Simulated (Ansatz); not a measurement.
## Band-structure calculation of PtSeO

- system: PtSeO (slab, 3 atoms in the cell)
- method: DFT, r2SCAN, plane waves, PAW, no spin polarisation (Ansatz 0.2.0)

The geometry comes from this level: r2SCAN (a point of a series of strains). It belongs to a series of runs on one base structure; here: uniaxial_x strain +5.0%.

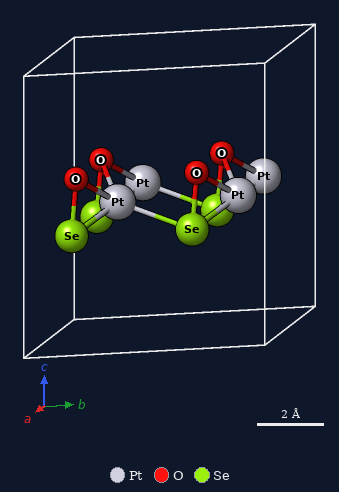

*The input geometry (ball-and-stick view of the 2 × 2 repeat of the cell, with the vacuum cut short, seen slightly off an axis). An atom can appear more than once, as a periodic image.*

**Input**
```yaml
crystal:
  lattice:
    - [4.1017958784, 0.0, 0.0]
    - [-2.0508979392, 3.3831042208, 0.0]
    - [0.0, 0.0, 29.7059848384]
  atoms:
    - { symbol: Pt, position: [0.3188375947, 0.6376751894, 0.3007277916] }
    - { symbol: O, position: [0.6843305383, 0.3686610767, 0.3339059998] }
    - { symbol: Se, position: [0.6634985336, 0.3269970672, 0.274273964] }
  periodic: [true, true, false]
kpoints:
  mp_grid: { grid: [12, 12, 1] }
  band_path:
    path:
      - [0.0, 0.0, 0.0]
      - [0.5, 0.0, 0.0]
      - [0.3333333333, 0.3333333333, 0.0]
      - [0.1, 0.1, 0.0]
      - [0.1875, -0.09375, 0.0]
      - [0.411458, -0.208333, 0.0]
    npoints: 1
hamiltonian:
  xc: r2scan
scf:
  occupations: { method: fixed }
  n_extra_bands: 4
output:
  forces: true
  stress: true
  eigenvalues: true
```

Machine: 4 threads of Intel Xeon @ 2.50GHz (Skylake/Cascade Lake), 189 GiB of memory available, shared host.

Launched with:
```bash
ansatz run input.yaml --threads 4 --pin off --max-ram 5529MiB --backend cpu --events-out ev --progress --plain --runs-dir out
```

**What the program printed**
```
scf.n_extra_bands = 4 over 20 filled bands (N_el = 40.0): the run solves 24 bands
Engine: ansatz 0.2.0, x86_64-unknown-linux-gnu
Pseudopotentials: kind: paw
Pseudopotential: Pt, paw, valence charge 18, recommended cutoff 500 eV (meta_gga), Pt.paw.azcp
Pseudopotential: O, paw, valence charge 6, recommended cutoff 500 eV (meta_gga), O.paw.azcp
Pseudopotential: Se, paw, valence charge 16, recommended cutoff 500 eV (meta_gga), Se.paw.azcp
Functional definition: r2SCAN
  parameter k0 = 0.174
  parameter k1 = 0.065
  parameter a1 = 4.9479
  exchange = r2scan_x(k0 = k0, k1 = k1, a1 = a1)
  correlation = r2scan_c
Crystal: 3 atoms, lattice volume = 412.224 Å³
Basis set: ecut = 500 eV, 10519 PW (Γ), exchange–correlation on 120×120×900 points (64 copies of the dense FFT grid, shifted against one another)
Bands: 24, of which v1, the nominal top of the filled ones, is band 20 counted from 1 (19 counted from 0)
Symmetry: 2 space group operations
Space group: Cm (ITA 8), of the structure as read, at distance tolerance 7.4e-5 Å
k-points: 43 of 144 (time reversal used)
Non-local potential: Pt, projectors of the file, l = 0: 3, l = 1: 2, l = 2: 2, l = 3: 1
Non-local potential: O, projectors of the file, l = 0: 2, l = 1: 2, l = 2: 1
Non-local potential: Se, projectors of the file, l = 0: 2, l = 1: 2, l = 2: 3, l = 3: 1
PAW form: soft (Blöchl's): semilocal exchange-correlation on the pseudo side does not see the compensation charge
PAW frozen core: Pt, regenerated for the run's functional (the file was generated under x = pbe(κ = 0.804, μ = 0.2195149727645171), c = pbe(β = 0.06672455060314922))
PAW frozen core: O, regenerated for the run's functional (the file was generated under x = pbe(κ = 0.804, μ = 0.2195149727645171), c = pbe(β = 0.06672455060314922))
PAW frozen core: Se, regenerated for the run's functional (the file was generated under x = pbe(κ = 0.804, μ = 0.2195149727645171), c = pbe(β = 0.06672455060314922))
PAW one-centre angular grid: Pt, 590 points (default); XC on 160 Gauss nodes
PAW one-centre angular grid: O, 302 points (default); XC on 160 Gauss nodes
PAW one-centre angular grid: Se, 590 points (default); XC on 160 Gauss nodes
Initial density: superposition of atomic densities (neutral atoms: chi_scale 0, normalization atom), corrected by the library's trained network
Initial wavefunctions: pseudopotential atomic-orbital guess
Functional: x = r2scan, c = r2scan; τ floored in thin density (d = 2e-4 eV/Å³)
SCF iter   1: F=—  HF=-18579.946311 eV  |F-HF|=—  |Δ(HF+E_count)|=         —  Δρ=4.99e-3  dr2=1.46e-1  dr2_τ=7.73e-2  ethr=1.77e-3  ⟨swp⟩=7.3  Hψ=5332  notcnv=0  defer=85
preconditioner: auto → Resta (q_TF=auto, 1.849 Å⁻¹)  ε∞=2.0  [insulator: Δε(μ)=0.808 eV  Ē_g=8.122 eV  n_scr=36 (ndim 8)  ℏωp=8.2 eV  f_vac=0.834  ε∞_Penn≈2.0  vacuum switching on, ρ_ref=4.8e-3 e/Å³]
SCF iter   2: F=—  HF=-18579.976010 eV  |F-HF|=—  |Δ(HF+E_count)|=   2.97e-2  Δρ=3.96e-3  dr2=1.19e-1  dr2_τ=1.14e-2  ethr=3.66e-4  ⟨swp⟩=4.3  Hψ=2479  notcnv=0  defer=86
SCF iter   3: F=—  HF=-18579.962234 eV  |F-HF|=—  |Δ(HF+E_count)|=   1.38e-2  Δρ=1.69e-3  dr2=9.38e-3  dr2_τ=5.77e-4  ethr=2.97e-4  ⟨swp⟩=3.2  Hψ=1588  notcnv=0  defer=86
SCF iter   4: F=—  HF=-18579.967552 eV  |F-HF|=—  |Δ(HF+E_count)|=   5.32e-3  Δρ=1.48e-3  dr2=1.04e-2  dr2_τ=1.23e-3  ethr=2.34e-5  ⟨swp⟩=3.6  Hψ=2116  notcnv=0  defer=86
SCF iter   5: F=—  HF=-18579.966642 eV  |F-HF|=—  |Δ(HF+E_count)|=   9.10e-4  Δρ=2.16e-4  dr2=2.32e-4  dr2_τ=1.87e-5  ethr=2.34e-5  ⟨swp⟩=2.3  Hψ=1458  notcnv=0  defer=86
SCF iter   6: F=—  HF=-18579.966831 eV  |F-HF|=—  |Δ(HF+E_count)|=   1.89e-4  Δρ=6.44e-5  dr2=1.65e-5  dr2_τ=1.61e-6  ethr=5.79e-7  ⟨swp⟩=3.3  Hψ=2441  notcnv=0  defer=86
SCF iter   7: F=—  HF=-18579.966947 eV  |F-HF|=—  |Δ(HF+E_count)|=   1.16e-4  Δρ=2.02e-5  dr2=1.92e-6  dr2_τ=1.47e-7  ethr=4.12e-8  ⟨swp⟩=3.0  Hψ=1959  notcnv=0  defer=86
SCF iter   8: F=—  HF=-18579.966953 eV  |F-HF|=—  |Δ(HF+E_count)|=   5.88e-6  Δρ=4.69e-6  dr2=1.07e-7  dr2_τ=1.45e-8  ethr=4.79e-9  ⟨swp⟩=2.9  Hψ=1846  notcnv=0  defer=86
SCF iter   9: F=-18579.966953 eV  HF=-18579.966953 eV  |F-HF|=6.89e-9  |Δ(HF+E_count)|=   2.10e-7  Δρ=8.61e-7  dr2=3.06e-9  dr2_τ=2.37e-10  ethr=2.50e-10  ⟨swp⟩=18.6  Hψ=7342  notcnv=0
SCF 1 converged in 9 iterations: F = -18579.966953 eV  dr2 = 3.06e-9
  greatest PAW one-centre occupation: 1.000 electrons in one spin orbital (limit 2), on the Pt atom at site 0 (counted from 0), in its partial waves of l = 0
```

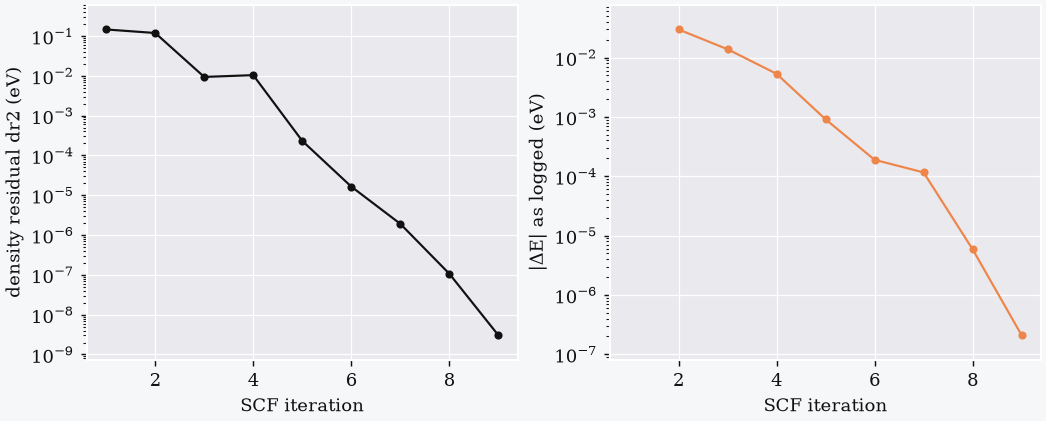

*Convergence of the self-consistent field: density residual dr2 and size of the energy change against the SCF iteration.*

The residual falls almost steadily, with no more than small rises.

```
NSCF: frozen V_eff on 6 k-points
SCF converged after 9 iterations
Free energy (F): -18579.966953 eV
Harris-Foulkes:  -18579.966953 eV  (|F-HF|=6.89e-9)
Internal energy: -18579.966953 eV  (E = F + TS)
E sigma→0 (E₀):  -18579.966953 eV
Fermi energy:    -5.154843 eV
--- Per-component energies (eV) ---
  E_band       = -1372.687082
  E_kinetic    = 928.409333
  E_local      = -73371.077588  (includes V_loc(G=0)·N_el)
  E_nonlocal   = -338.876782
  E_hartree    = 36026.529945
  E_xc         = -417.755662
  E_vxc        = -545.004586  (∫ρ·V_xc dr)
  E_paw        = -11568.208577  (= ΣΔE_a)
  E_vpaw       = -133.775707  (= ΣTr[D̂ρ^β])
  E_aug_tail   = 0.000872  (compensation charges beyond the density's cutoff)
  E_vtau       = 34.578200  (kinetic-family band-sum trace: ∫τ·v_τ [+ j·A + Jᵃ·Aᵃ] dr)
  E_ewald      = 30163.039711
  E_core_change = -2.028206  (= ΣΔE_core)
  E_smearing   = -0.000000  (= −TS)
  E_closure    = 0.000000  (closes the sum)
  Σ components = -18579.966953   (vs F -18579.966953, Δ=0.00e0)
--- Forces (eV/Å), atoms counted from 1 ---
  atom   1  Pt     0.00000000    -0.00042770     0.00055107
  atom   2  O      0.00000000     0.00032518     0.00036815
  atom   3  Se     0.00000000     0.00010601    -0.00090501
  max |Σ_I F_I| component: 1.42e-5 eV/Å
--- 2D stress c σ (N/m, compression-positive) ---
       -1.475047       0.000000       0.000000
        0.000000      -1.525798       0.000000
        0.000000       0.000000       0.000000
  P = ½ c Tr σ = -1.5004 N/m
--- Band table (eV; the first three rows and the last of 43) ---
  k-point 0: bands = ["-105.2661", "-59.0476", "-58.9511", "-58.8557", "-55.8496", "-55.8253", "-55.8183", "-55.7977", "-55.7964", "-26.3150", "-19.1862", "-11.8999", "-11.7734", "-11.1743", "-9.1059", "-8.3755", "-7.3298", "-6.3423", "-6.1968", "-5.3710", "-3.5960", "-3.4557", "-2.1268", "-0.8480"]
  k-point 1: bands = ["-105.2661", "-59.0476", "-58.9513", "-58.8556", "-55.8496", "-55.8252", "-55.8184", "-55.7979", "-55.7965", "-26.3058", "-19.1660", "-11.8595", "-11.8334", "-11.1440", "-9.1387", "-8.3788", "-7.3133", "-6.4239", "-6.2240", "-5.3555", "-3.7256", "-3.5083", "-1.9740", "-0.7547"]
  k-point 2: bands = ["-105.2660", "-59.0477", "-58.9518", "-58.8556", "-55.8496", "-55.8252", "-55.8186", "-55.7985", "-55.7967", "-26.2808", "-19.1094", "-11.9728", "-11.7447", "-11.0675", "-9.2248", "-8.3959", "-7.2935", "-6.6289", "-6.3191", "-5.4376", "-3.8609", "-3.6238", "-1.6171", "-0.4831"]
  k-point 42: bands = ["-105.2660", "-59.0490", "-58.9521", "-58.8550", "-55.8498", "-55.8273", "-55.8179", "-55.7997", "-55.7986", "-26.1517", "-18.9358", "-12.3498", "-11.1545", "-10.7477", "-9.3155", "-8.4593", "-7.9597", "-7.5976", "-7.0152", "-6.4145", "-4.3088", "-2.4886", "-0.1470", "0.9208"]
```

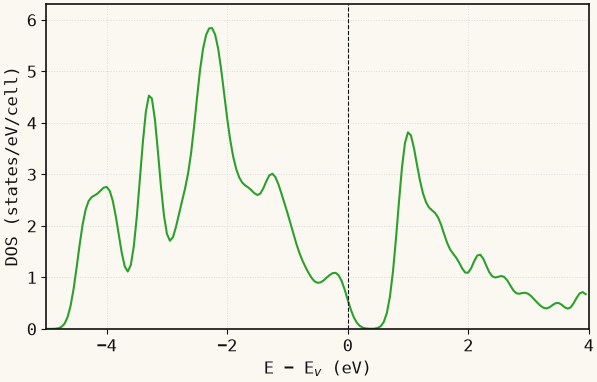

*Density of states (the curve is built from the levels of the k mesh with Gaussians 0.3 eV wide, which also blur the band edges), with energies from the valence-band top.*

There is a gap of 0.83 eV on the k-point mesh. Small ripples come from the finite k-point mesh.

**Key numbers**

| quantity | value |
| --- | --- |
| outcome | converged |
| electrons treated | 40 |
| free energy | −18579.9670 eV |
| Fermi energy | −5.155 eV |
| gap on the k-point mesh | 0.83 eV |
| largest force (length of the vector) | 0.001 eV/Å |
| wall time | 62 s (CPU time 3.9 min) |
| peak memory | 1.6 GiB |

**Remarks**

Spin–orbit coupling is left out, which matters for Pt.
